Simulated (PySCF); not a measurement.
# H2SO2 (SMILES O=[SH2]=O): levels of theory compared

We compute a comparison of 6 runs (B2PLYP/STO-3G, M06-2X/STO-3G, SVWN5/STO-3G, CCSDT/STO-3G, CISD/STO-3G, UCCSD(T)/STO-3G) of H2SO2. 

The calculation is run with PySCF 2.14.0.

8 further runs of the same task are left out: 8 set aside as unsound or not needed.

## 1. The molecule

H2SO2: 5 atoms, total charge 0, spin state singlet. SMILES: `O=[SH2]=O`. The S2–H4 distance was set to 1.679 Å, away from the relaxed value.

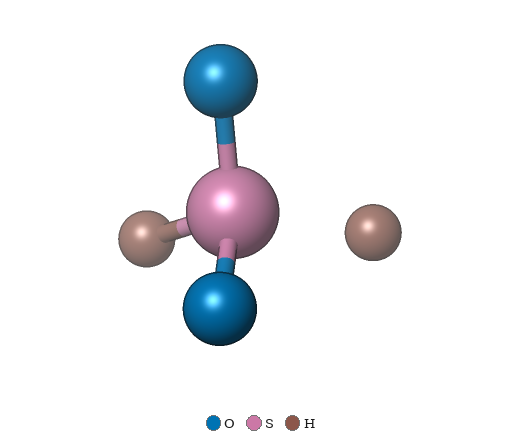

Viewed from a chosen angle; oxygen blue, sulfur pink, hydrogen brown.

## 2. The energy at B2PLYP/STO-3G (run 1)

Input file job.py:

```python
from pyscf import gto, dft, mp

system = gto.M(
    atom='''
O   -0.871972   0.441438   1.237788
S    0.127848   0.151478   0.264628
O    1.383848  -0.410662   0.635098
H   -0.558620  -0.842170  -0.901330
H    0.376568   1.322388  -0.458832
''',
    verbose=3,
    basis='sto-3g',
    max_memory=1860,
    spin=0,
    charge=0,
)

myscf = dft.RKS(system)
myscf.xc = '0.53*HF + 0.47*B88, 0.73*LYP'
myscf.conv_tol = 1e-10
myscf.grids.level = 5
myscf.kernel()
if not myscf.converged:
    myscf = myscf.newton().run(myscf.mo_coeff, myscf.mo_occ)

pt = mp.MP2(myscf, frozen=7).run()
etot = myscf.e_tot + 0.27 * pt.e_corr
print('PT2 part  %.8f' % (0.27 * pt.e_corr))
print(f'total energy: {etot:.8f} hartree')
```

Launch:

```
$ OMP_NUM_THREADS=1 python job.py
```

Log:

```text
converged SCF energy = -542.479402451537
E(RMP2) = -542.71161604359  E_corr = -0.232213592053045
E(SCS-RMP2) = -542.713728044617  E_corr = -0.234325593080448
PT2 part  -0.06269767
total energy: -542.54210012 hartree
```

Run time: 3.9 s. Hardware: 1 thread of Arm Neoverse V1, shared host; peak memory 0.21 GiB.

## 3. The energy at M06-2X/STO-3G (run 2)

Input file input.xyz:

```xyz
5
H2O2S
O     -0.871972     0.441438     1.237788
S      0.127848     0.151478     0.264628
O      1.383848    -0.410662     0.635098
H     -0.558620    -0.842170    -0.901330
H      0.376568     1.322388    -0.458832
```

Input file job.py:

```python
from pyscf import gto, dft

mol = gto.M(
    atom='input.xyz',
    max_memory=1860,
    spin=0,
    basis='sto-3g',
    charge=0,
    verbose=4,
)

ks = dft.RKS(mol)
ks.xc = 'm06-2x'
ks.grids.level = 5
ks.conv_tol = 1e-10
ks.kernel()
if not ks.converged:
    ks = ks.newton().run(ks.mo_coeff, ks.mo_occ)

etot = ks.e_tot
print(f'total energy: {etot:.8f} hartree')
```

Launch:

```
$ OMP_NUM_THREADS=1 python job.py
```

Log:

```text
PySCF version 2.14.0

[... 76 lines left out ...]
converged SCF energy = -542.903480609647
total energy: -542.90348061 hartree
```

Run time: 5.1 s. Hardware: 1 thread of Arm Neoverse V1, shared host; peak memory 0.21 GiB.

Runs 3 to 5 aren't shown in full; the table further down has their settings and results.

## 4. The energy at UCCSD(T)/STO-3G (run 6)

Input file job.py:

```python
from pyscf import gto, cc

system = gto.M(
    atom='''
O     -1.647788     0.834197     2.339080
S      0.241598     0.286252     0.500074
O      2.615094    -0.776039     1.200161
H     -1.055639    -1.591471    -1.703267
H      0.711610     2.498951    -0.867067
''',
    verbose=3,
    max_memory=1860,
    unit='bohr',
    spin=0,
    basis='sto-3g',
)

mf = system.UHF()
mf.conv_tol = 1e-10
mf.kernel()
if not mf.converged:
    mf = mf.newton().run(mf.mo_coeff, mf.mo_occ)
for _ in range(3):
    mo, _, stable, _ = mf.stability(return_status=True)
    if stable:
        break
    mf.kernel(mf.make_rdm1(mo, mf.mo_occ))

mycc = cc.CCSD(mf, frozen=7)
mycc.kernel()
e_t = mycc.ccsd_t()
energy = mycc.e_tot + e_t
print('E = %.10f Eh' % energy)
```

Launch:

```
$ OMP_NUM_THREADS=1 python job.py
```

Log:

```text
converged SCF energy = -541.534519702565  <S^2> = 9.0246033e-11  2S+1 = 1
<class 'pyscf.scf.uhf.UHF'> wavefunction has an internal instability
converged SCF energy = -541.54065396504  <S^2> = 0.38686032  2S+1 = 1.5960706
<class 'pyscf.scf.uhf.UHF'> wavefunction is stable in the internal stability analysis
E(UCCSD) = -541.7109591136947  E_corr = -0.1703051486544138
UCCSD(T) correction = -0.0158996607459022
E = -541.7268587744 Eh
```

It took 1.2 s on 1 thread of Arm Neoverse V1, shared host; peak memory 0.12 GiB.

## 5. All runs side by side

```
run            level  frozen core orbitals  integration grid  energy (Eh)  dipole moment (D) of the reference  HOMO energy (eV)  LUMO energy (eV)  wall time
  1    B2PLYP/STO-3G                     7                 5  -542.542100                                2.49             -5.65              3.85      3.9 s
  2    M06-2X/STO-3G                     –                 5  -542.903481                                2.33             -5.72              3.48      5.1 s
  3     SVWN5/STO-3G                     –                 5  -540.440199                                1.96             -2.50              2.05      2.5 s
  4     CCSDT/STO-3G                     7                 –  -541.731393                                3.11             -7.83              6.21        2 s
  5      CISD/STO-3G                     7                 –  -541.701018                                3.11             -7.83              6.21     0.85 s
  6  UCCSD(T)/STO-3G                     7                 –  -541.726859                                2.83             -7.40              5.89      1.2 s
```

## 6. Summary of results

```
                                          quantity          value
                               run 6: total energy  -541.72686 Eh
       run 6: dipole moment (Hartree–Fock density)         2.83 D
        run 6: HOMO energy (Hartree–Fock orbitals)       -7.40 eV
        run 6: LUMO energy (Hartree–Fock orbitals)        5.89 eV
      run 6: HOMO–LUMO gap (Hartree–Fock orbitals)       13.29 eV
run 6: correlation energy (7 core orbitals frozen)     -186.2 mEh
                             run 6: (T) correction     -15.90 mEh
          run 6: ⟨S²⟩ of the reference determinant          0.387
                              run 6: T1 diagnostic          0.050
```

Over runs 1, 2, 3 the dipole moment (its size) runs from 1.96 D (SVWN5/STO-3G) to 2.49 D (B2PLYP/STO-3G). A double hybrid's value is that of its SCF part. Over runs 1, 2, 3 the HOMO–LUMO gap runs from 4.54 eV (SVWN5/STO-3G) to 9.50 eV (B2PLYP/STO-3G). Totals of different functionals can't be ranked against each other. In runs 1, 2, 3, 4, 5, 6 the basis is minimal, so the values are rough. Spin contamination of the reference: run 6 ⟨S²⟩ = 0.39. All runs together took 16 s, the longest 5.1 s.
